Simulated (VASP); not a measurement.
# LuSc with PBEsol: from relaxation to properties, part 2 of 4

What structure does LuSc take at this level, and what are its properties? The cell is invented: it takes the structure of a Materials Project entry for Sc (space group 139 there), with some of its atoms replaced by other elements, volume scaled by an estimate. It may not be a known or stable phase. Left out of this account: 1 further run (elastic: elastic constants of a metal on too coarse a mesh).

VASP 6.6.1; PBEsol, 4f electrons in the core; plane waves and PAW (Lu_3, Sc_sv); invented cell.

Still holding for the runs below: The data set Lu_3 holds the 4f electrons frozen in the core, so no f bands or f moments appear.

So far. Step 2 (Relaxing cell and atoms (PBEsol)): It ends with forces that vanish by symmetry and a pressure of 0.00 GPa. Step 3 (Second relaxation): It ends with forces that vanish by symmetry and a pressure of 0.00 GPa. The volume moved by under 0.01 %: the run met its threshold at the first step. The relaxed cell has a = 3.749, c = 3.664 Å (conventional setting).

### Step 4. Density, ELF and potential (PBEsol)

A single point on the relaxed cell gives a clean self-consistent state, with density, ELF and potential written out.

File INCAR:

```
SYSTEM = LuSc
PREC = Accurate
ENCUT = 400
EDIFF = 1E-06
NELM = 100
ISMEAR = 1
SIGMA = 0.2
LREAL = .FALSE.
ALGO = Normal
GGA = PS
LORBIT = 11
LWAVE = .FALSE.
LCHARG = .TRUE.
ISIF = 2
LELF = .TRUE.
LVHAR = .TRUE.
```

File POSCAR:

```
LuSc
1.0
    3.7493133830      0.0000000000      0.0000000000
    0.0000000000      3.7493133830      0.0000000000
    0.0000000000      0.0000000000      3.6642082319
Lu Sc
1 1
Direct
    0.0000000000      0.0000000000      0.0000000000
    0.5000000000      0.5000000000      0.5000000000
```

File KPOINTS:

```
Automatic mesh
0
Gamma
7 7 7
0 0 0
```

The projector-augmented-wave data sets are Lu_3 and Sc_sv (PBE family, release 64).

Run with:

```bash
> mpirun -np 1 vasp_std
```

Output:

```text
[... set-up lines as in an earlier step ...]
 entering main loop
       N       E                     dE             d eps       ncg     rms          rms(c)
[... 14 cycles as in an earlier step ...]
   1 F= -.11235260E+02 E0= -.11233855E+02  d E =-.421625E-02
```

The job ended after 6 s (1 MPI rank of Intel Xeon 6975P-C (Granite Rapids), shared host; peak memory 0.15 GiB).

Parts of OUTCAR (step 4):

```text
The static configuration has the point symmetry D_4h.

 Found     40 irreducible k-points:

   NELECT =      20.0000    total number of electrons

 E-fermi :   3.4345

[... 20 parts as in an earlier step ...]
```

Numbers from this step:

```yaml
scf_cycles: 14
```

Valence electrons inside each PAW sphere by angular momentum. Sphere charges, by row:

```
atom  s (e)  p (e)  d (e)  tot (e)
 Lu1  0.512  6.429  0.981    7.922
 Sc2  2.278   6.12  0.998    9.395
```

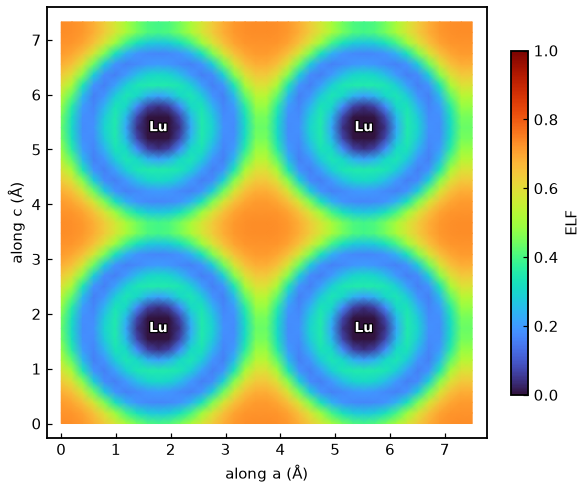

ELF in the ac plane at fractional y = 0.000, with atoms of Lu within 0.2 Å of it. It is the smooth field of the valence electrons, not physical close to the nuclei. The map starts off the cell's origin, so that atoms lie inside it.

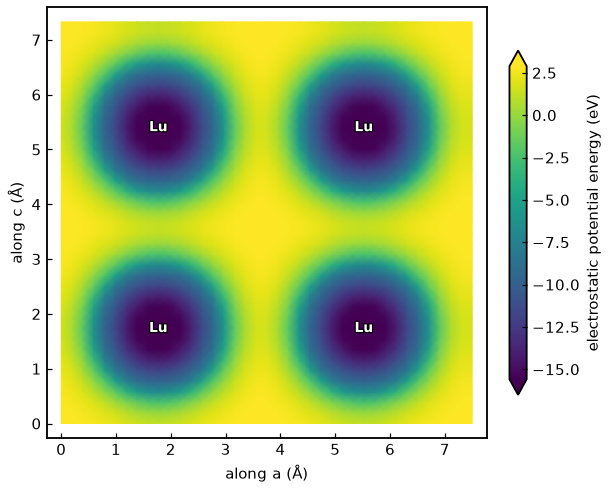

Electrostatic potential energy in the ac plane at fractional y = 0.000, with atoms of Lu within 0.2 Å of it. With pseudopotentials it is smooth inside the atoms' cores, unlike the true potential. The map starts off the cell's origin, so that atoms lie inside it.

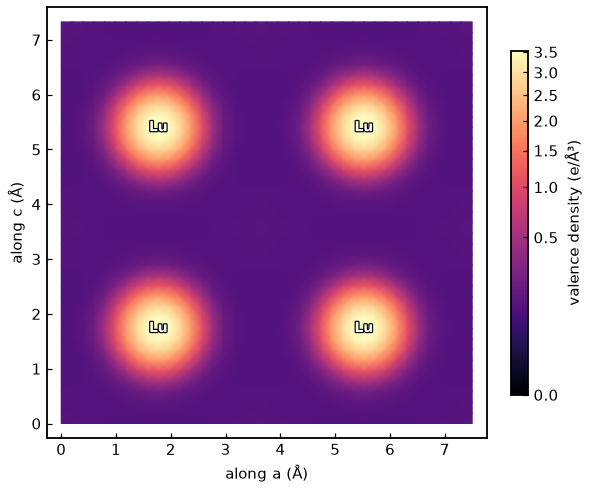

Valence density in the ac plane at fractional y = 0.000, with atoms of Lu within 0.2 Å of it. It is the smooth field of the valence electrons, not physical close to the nuclei. The map starts off the cell's origin, so that atoms lie inside it. The colour scale is stretched toward low values.

In this run the pressure is 0.00 GPa, small enough to go on.

### Step 5. Band structure (PBEsol)

Levels along the symmetry lines show where the bands peak and cross; KPOINTS_OPT computes them in the converged potential.

Edit INCAR of step 4 so:

```diff
@@ -12,5 +12,2 @@
 LWAVE = .FALSE.
-LCHARG = .TRUE.
-ISIF = 2
-LELF = .TRUE.
-LVHAR = .TRUE.
+LCHARG = .FALSE.
```

POSCAR is that of step 4.

KPOINTS is that of step 4.

File KPOINTS_OPT:

```
Line mode
16
Line-mode
Reciprocal
  0.00000000   0.00000000   0.00000000 GAMMA
  0.00000000   0.50000000   0.00000000 X

  0.00000000   0.50000000   0.00000000 X
  0.50000000   0.50000000   0.00000000 M

  0.50000000   0.50000000   0.00000000 M
  0.00000000   0.00000000   0.00000000 GAMMA

  0.00000000   0.00000000   0.00000000 GAMMA
  0.00000000   0.00000000   0.50000000 Z

  0.00000000   0.00000000   0.50000000 Z
  0.00000000   0.50000000   0.50000000 R

  0.00000000   0.50000000   0.50000000 R
  0.50000000   0.50000000   0.50000000 A

  0.50000000   0.50000000   0.50000000 A
  0.00000000   0.00000000   0.50000000 Z

  0.00000000   0.50000000   0.00000000 X
  0.00000000   0.50000000   0.50000000 R

  0.50000000   0.50000000   0.00000000 M
  0.50000000   0.50000000   0.50000000 A
```

Run with:

```bash
> mpirun -np 1 vasp_std
```

Output:

```text
[... set-up lines as in an earlier step ...]
 entering main loop
       N       E                     dE             d eps       ncg     rms          rms(c)
[... 14 cycles as in an earlier step ...]
   1 F= -.11235260E+02 E0= -.11233855E+02  d E =-.421625E-02
 Start KPOINTS_OPT (optional k-point list driver)
k-point batch [1-40\144]
       N       E                     dE             ncg
DAV:   1    -0.884573928857E+04   -0.24840E+05     1780
DAV:   2    -0.145994135310E+05   -0.57537E+04     1756
DAV:   3    -0.147673395335E+05   -0.16793E+03     1852
DAV:   4    -0.147810533012E+05   -0.13714E+02     1616
DAV:   5    -0.147820248617E+05   -0.97156E+00     1838
DAV:   6    -0.147821162649E+05   -0.91403E-01     1600
DAV:   7    -0.147821224933E+05   -0.62284E-02     1802
DAV:   8    -0.147821231849E+05   -0.69166E-03     1412
DAV:   9    -0.147821232709E+05   -0.85934E-04     1128
DAV:  10    -0.147821232777E+05   -0.68665E-05     1072
DAV:  11    -0.147821232787E+05   -0.97700E-06     1100
[...]
k-point batch [121-144\144]
       N       E                     dE             ncg
DAV:   1     0.295647703638E+04   -0.21091E+05     1068
DAV:   2    -0.629351808910E+03   -0.35858E+04     1078
DAV:   3    -0.736759566281E+03   -0.10741E+03     1124
DAV:   4    -0.742393139075E+03   -0.56336E+01     1028
DAV:   5    -0.742689638009E+03   -0.29650E+00     1116
DAV:   6    -0.742705367835E+03   -0.15730E-01      968
DAV:   7    -0.742706552138E+03   -0.11843E-02     1068
DAV:   8    -0.742706634750E+03   -0.82611E-04      910
DAV:   9    -0.742706641366E+03   -0.66158E-05      676
DAV:  10    -0.742706641738E+03   -0.37257E-06      636
```

Run time: 17 s. Hardware: 1 MPI rank; peak memory 0.16 GiB.

Parts of OUTCAR (step 5):

```text
   NELECT =      20.0000    total number of electrons

 E-fermi :   3.4345

[... 20 parts as in an earlier step ...]

[... 2 further parts left out ...]
```

Spin-orbit coupling is off here; with elements this heavy it splits and shifts levels by tenths of an eV or more.

The electronic bands at the labelled points (eV, zero at the Fermi level; # counts the bands kept):

```
    point     #1     #2     #3     #4     #5
        Γ  -5.85  -1.50  -1.44   1.52   1.68
        X  -3.23  -2.37   0.36   0.74   1.45
        M  -2.35  -2.18   0.39   0.39   0.55
        Γ  -5.85  -1.50  -1.44   1.52   1.68
        Z  -3.10  -2.26   0.40   0.81   1.43
        R  -2.29  -2.17   0.19   0.20   0.66
        A  -0.46  -0.46  -0.37  -0.08  -0.08
        Z  -3.10  -2.26   0.40   0.81   1.43
jump to X  -3.23  -2.37   0.36   0.74   1.45
        R  -2.29  -2.17   0.19   0.20   0.66
jump to M  -2.35  -2.18   0.39   0.39   0.55
        A  -0.46  -0.46  -0.37  -0.08  -0.08
```

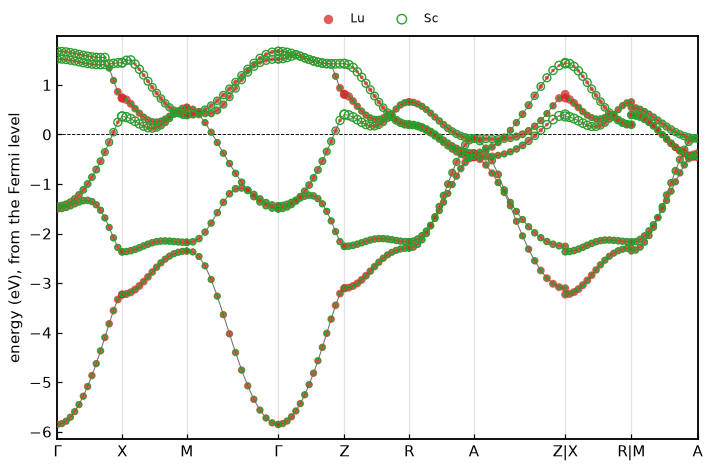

Electronic bands along the path; dots are coloured as in the legend, and their area grows with the weight.

There is no gap at this level.

### Step 6. Density of states (PBEsol)

A density of states needs more k-points than a total energy; ISMEAR = -5 takes tetrahedra, and LORBIT projects the states on the PAW spheres. The mesh is finer than in the run before.

Edit INCAR of step 5 so:

```diff
@@ -5,3 +5,3 @@
 NELM = 100
-ISMEAR = 1
+ISMEAR = -5
 SIGMA = 0.2
@@ -13 +13,2 @@
 LCHARG = .FALSE.
+NEDOS = 2001
```

POSCAR is that of step 5.

File KPOINTS:

```
Automatic mesh
0
Gamma
11 11 11
0 0 0
```

Run with:

```bash
> mpirun -np 1 vasp_std
```

Output:

```text
[... set-up lines as in an earlier step ...]
 entering main loop
       N       E                     dE             d eps       ncg     rms          rms(c)
DAV:   1     0.145788876011E+03    0.14579E+03   -0.93255E+03  5542   0.133E+03
DAV:   2    -0.811023064901E+01   -0.15390E+03   -0.15276E+03  5826   0.651E+02
DAV:   3    -0.122852324803E+02   -0.41750E+01   -0.41118E+01  6006   0.882E+01
DAV:   4    -0.125294117842E+02   -0.24418E+00   -0.24179E+00  5248   0.131E+01
DAV:   5    -0.125404468933E+02   -0.11035E-01   -0.11103E-01  5588   0.299E+00    0.213E+01
DAV:   6    -0.112945933165E+02    0.12459E+01   -0.61747E+00  5600   0.262E+01    0.980E+00
DAV:   7    -0.112442051937E+02    0.50388E-01   -0.23001E-01  5670   0.659E+00    0.467E+00
DAV:   8    -0.112363779366E+02    0.78273E-02   -0.74646E-02  5878   0.364E+00    0.338E-01
DAV:   9    -0.112358259102E+02    0.55203E-03   -0.22090E-02  6366   0.159E+00    0.167E-01
DAV:  10    -0.112351397056E+02    0.68620E-03   -0.86537E-03  5728   0.964E-01    0.976E-02
DAV:  11    -0.112350857369E+02    0.53969E-04   -0.41035E-04  5818   0.243E-01    0.216E-02
DAV:  12    -0.112350915277E+02   -0.57908E-05   -0.16722E-04  6390   0.106E-01    0.144E-02
DAV:  13    -0.112350890941E+02    0.24336E-05   -0.80673E-06  3396   0.212E-02    0.528E-03
DAV:  14    -0.112350891461E+02   -0.51991E-07   -0.19091E-06  3506   0.176E-02
   1 F= -.11235089E+02 E0= -.11235089E+02  d E =0.000000E+00
 -----------------------------------------------------------------------------
|                                                                             |
|           W    W    AA    RRRRR   N    N  II  N    N   GGGG   !!!           |
|           W    W   A  A   R    R  NN   N  II  NN   N  G    G  !!!           |
|           W    W  A    A  R    R  N N  N  II  N N  N  G       !!!           |
|           W WW W  AAAAAA  RRRRR   N  N N  II  N  N N  G  GGG   !            |
|           WW  WW  A    A  R   R   N   NN  II  N   NN  G    G                |
|           W    W  A    A  R    R  N    N  II  N    N   GGGG   !!!           |
|                                                                             |
|     Tetrahedron method does not include variations of the Fermi             |
|     occupations, so forces and stress will be inaccurate. We suggest        |
|     using a different smearing scheme ISMEAR = 1 or 2 for metals in         |
|     relaxations.                                                            |
|                                                                             |
 -----------------------------------------------------------------------------
```

The job ended after 18 s (1 MPI rank; peak memory 0.2 GiB).

Parts of OUTCAR (step 6):

```text
   k-points           NKPTS =    126   k-points in BZ     NKDIM =    126   number of bands    NBANDS=     14

   NELECT =      20.0000    total number of electrons

 E-fermi :   3.4477

 k-point     1 :       0.0000    0.0000    0.0000
  band No.  band energies     occupation
    ...
      6     -23.0902      2.00000
      7     -23.0782      2.00000
      8      -2.4193      2.00000
      9       1.9312      2.00000
     10       1.9898      2.00000
     11       4.9501      0.00000
     12       5.1082      0.00000
     13       5.1082      0.00000
     14       6.9057      0.00000

  Total        0.0360684      0.0360684     -0.0475074      0.0000000      0.0000000      0.0000000
  in kB        1.1218982      1.1218982     -1.4777063      0.0000000      0.0000000      0.0000000
  external PRESSURE =       0.2553634 kB  Pullay stress =       0.0000000 kB

  FREE ENERGIE OF THE ION-ELECTRON SYSTEM (eV)
  ---------------------------------------------------
  free  energy   TOTEN  =       -11.2350891461 eV

  energy  without entropy=      -11.2350891461  energy(sigma->0) =      -11.23508915

[... 7 parts as in an earlier step ...]

[... 10 further parts left out ...]
```

The DOS at the Fermi level is high for the number of transition-metal atoms. It is one value on this mesh and may be a narrow spike; if it stands, a magnetic instability is possible, which a run without spin can't show. With tetrahedra the forces and stress of a metal are not exact derivatives of the energy.

Numbers from this step:

```yaml
irreducible_k_points: 126
fermi_energy: 3.448 eV
pressure: 0.02554 GPa
dos_at_the_fermi_level: 5.108 states/eV/cell
```

The density of states has structure finer than the step of the table below, so its rows give means over 1 eV, whole bins alone (the curve runs from -12.0 to 1.74 eV). Peaks (eV: height): total -1.1: 2.64, 0.3: 5.87; Sc d -1.1: 0.612, 0.3: 2.03; Lu d -1.1: 0.583, -0.3: 1.03, 0.3: 1.08; Lu p -2.0: 0.223, 0.3: 0.777.

States under -12.0 eV and over 1.7 eV are left out. Density of states against energy, zero at the Fermi level; means over each step; values in states/eV/cell:

| energy (eV) | total | Sc d | Lu d | Lu p |
| --- | --- | --- | --- | --- |
| -7 | 0 | 0 | 0 | 0 |
| -6 | 0.0254 | 0 | 0 | 3.2e-4 |
| -5 | 0.224 | 6.7e-4 | 0.00104 | 0.00891 |
| -4 | 0.421 | 0.00643 | 0.00896 | 0.0282 |
| -3 | 0.730 | 0.0417 | 0.0411 | 0.0515 |
| -2 | 1.32 | 0.173 | 0.190 | 0.131 |
| -1 | 1.75 | 0.400 | 0.377 | 0.131 |
| 0 | 4.18 | 1.32 | 0.850 | 0.463 |
| 1 | 2.88 | 1.45 | 0.609 | 0.126 |

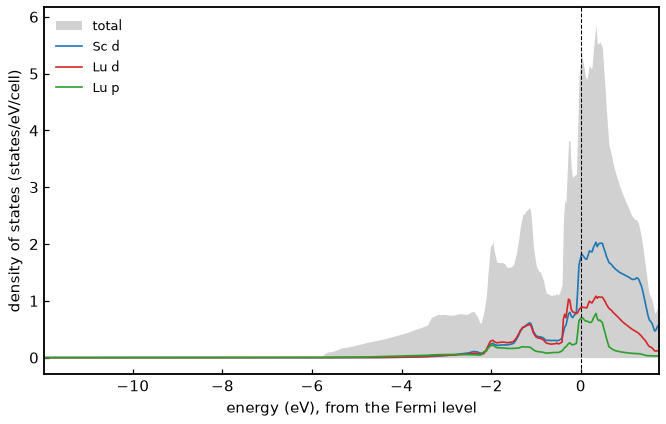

Density of states against energy.

The finer mesh and the other smearing move the Fermi level by +0.01 eV from the 7×7×7 run, a small shift, which tests the Fermi level alone. Of the states within 0.3 eV of the Fermi level, the largest shares in the PAW spheres are Sc d 31 %, Lu d 20 % and Lu p 11 %. The rest lies in smaller channels or between the spheres.

(Continued in part 3 of 4.)

[Lines on the potential files, build, host, timing and source positions are cut from VASP's logs without a mark.]

[Logs are printed without paths, hosts, clocks, repeated set-up lines and the standing remarks that a program may print on its own settings, such as how far it seeks lower states.]

[Hosts, paths, dates, database ids (printed as entryN), source tags and the programs' standing remarks are cut or masked in the printed files.]

[A measured line is paired with the nearest computed mode of its activity, which favours agreement.]

[In band tables of VASP the shares of atoms and orbitals are scaled to a sum of 1 inside the atoms' spheres.]
